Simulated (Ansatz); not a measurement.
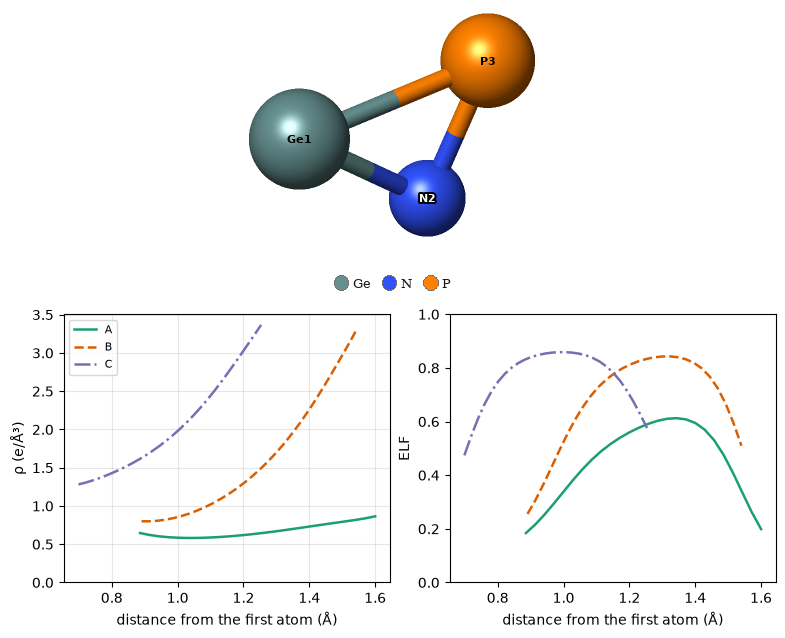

The picture shows: GeNP (SMILES [N]1=[Ge]=[P]1). Electron density and electron localisation function along straight lines between neighbouring atoms. The curves leave out the atomic cores. The structure is drawn too.

Geometry: r2SCAN-D4/def2-SVP.

Level of theory: isolated molecule in a Gaussian basis; Kohn-Sham density functional theory, functional PBE0 (Ansatz 0.2.0).

```yaml
atoms:
  - { symbol: Ge, position_ang: [-0.5018, -0.8053, 0.9398] }
  - { symbol: N, position_ang: [-0.1090, 0.2710, -0.6076] }
  - { symbol: P, position_ang: [0.7839, 1.0414, 0.5378] }
```

Question: Which curve belongs to which contact (Ge–N, Ge–P and P–N)? The first atom named is at distance zero.

Answer: Curve A: Ge–P (2.29 Å): ρ at the midpoint is about 0.6 e/Å³; the ELF peaks at about 0.60 in the valence shell of P, 0.9 Å from its nucleus, and is about 0.50 at the midpoint. Curve B: Ge–N (1.93 Å): ρ is about 0.82 e/Å³ halfway; the ELF peaks at about 0.85 in the valence shell of N, 0.6 Å from its nucleus, and is about 0.45 at the midpoint. Curve C: P–N (1.64 Å): ρ at the midpoint is about 1.5 e/Å³; the ELF peaks at about 0.85 between the atoms: a shared but strongly polarised pair.
